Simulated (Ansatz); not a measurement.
Consider WSi2N4/WSi2N4 (MoSi2N4 type bilayer).

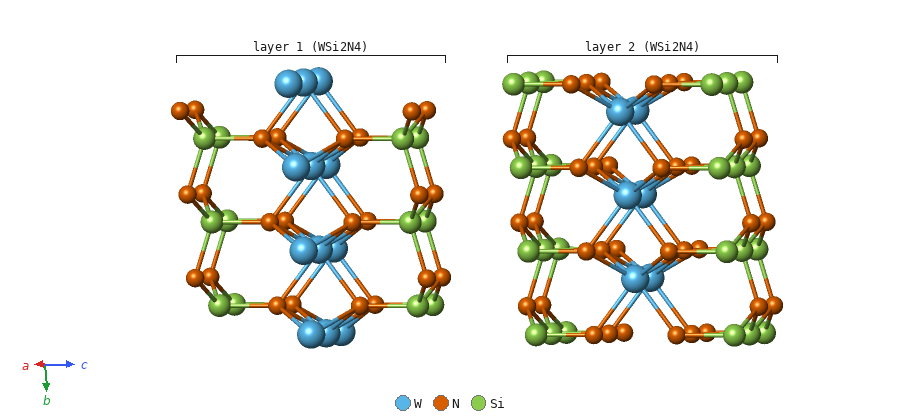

The structure (tungsten blue, nitrogen orange, silicon green). Bonds to atoms that aren't drawn are left out. 2×3×1 cells are drawn. Some periodic images of atoms are drawn too.

The cell holds 14 atoms: 2 W, 8 N and 4 Si. Cell: a = 2.883 Å, b = 2.883 Å, c = 56.600 Å, α = 90.0°, β = 90.0°, γ = 120.0°. It derives from N4Si2W1. Regions: layer 1 (WSi2N4), 7 atoms (1 W, 4 N and 2 Si); layer 2 (WSi2N4), 7 atoms (1 W, 4 N and 2 Si). Vacuum lies along c.

```xyz
14
Lattice="2.8834 0.0000 0.0000 -1.4417 2.4971 0.0000 0.0000 0.0000 56.6000" Properties=species:S:1:pos:R:3
W     0.0000    0.0000   23.4350
N     0.0000    1.6647   24.6763
N     0.0000    1.6647   22.1925
Si    0.0000    1.6647   26.4097
Si    0.0000    1.6647   20.4574
N     1.4417    0.8324   26.9090
N     1.4417    0.8324   19.9498
W     1.4417    0.8324   33.1650
N     0.0000    0.0000   34.4075
N     0.0000    0.0000   31.9238
Si    0.0000    0.0000   36.1426
Si    0.0000    0.0000   30.1906
N     0.0000    1.6647   36.6502
N     0.0000    1.6647   29.6892
```

The structure was relaxed with PBEsol-D3(BJ). At the settings of the band run the largest force is still 0.09 eV/Å. The runs that relaxed it are not among those shown. Spin-orbit coupling is left out unless a run names it.

Gaps computed with Ansatz 0.2.0 without a self-energy: PBEsol 1.83 eV and PBEsol+SOC 1.82 eV.

Question: What gap should G0W0 on PBEsol give (9×9×1 mesh, 601 empty bands, screening to 75 eV, PAW set soft_1 files)?

About 2.65 eV: on its mesh the run moves the gap from 1.83 eV by +0.82 eV. Bands and cutoff are finite, so the gap is not at the basis limit. The miss can reach some tenths of an eV and take either sign; the mesh is an error of its own. The mesh in the plane is coarse for a sheet; gap and any exciton binding can still move on denser ones. The many-body steps are scalar-relativistic: spin-orbit coupling is not in them.

[Paths, hosts, dates, memory and timing lines, banners, echoed tables and standing remarks are left out of the program output.]

[Logs are printed without paths, hosts, clocks, repeated set-up lines and the standing remarks that a program may print on its own settings, such as how far it seeks lower states.]

[Runs of the session that timed out or met a known fault of the program may be left out.]

[Cells called generated may have been cut or substituted from an entry of the Crystallography Open Database or the Materials Project.]

[Hosts, paths, dates, database ids (printed as entryN), source tags and the programs' standing remarks are cut or masked in the printed files.]
